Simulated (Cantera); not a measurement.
Feed: 1 mol Si₃N₄, 0.22 mol O₂, 11 mol H₂, at 110 Pa.

Cantera equilibrium calculation (NASA polynomials, part measured and part estimated; ideal gas, pure solids and liquids). Candidate condensed phases: H₂O, Si, SiO₂, Si₂N₂O, Si₃N₄; 35 gas species. Mutual solubility and eutectic melting of coexisting phases are not modelled. The tables' values for SiN are old estimates; treat these amounts as uncertain. Gases not in the tables: Si₂H₆ and higher silanes. Equilibrium is a limit: real reactors are often held back by kinetics, nucleation or transport.

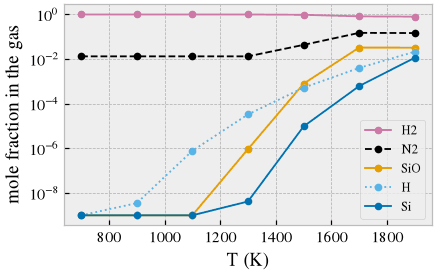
Figure. Equilibrium gas composition (values under 1e-9 drawn at 1e-9)

From 700 K to 1300 K the condensed part is Si₂N₂O(s) + Si₃N₄(s). At 1500 K the condensed part is Si(s) + Si₂N₂O(s) + Si₃N₄(s). From 1700 K to 1900 K the condensed part is Si(l).
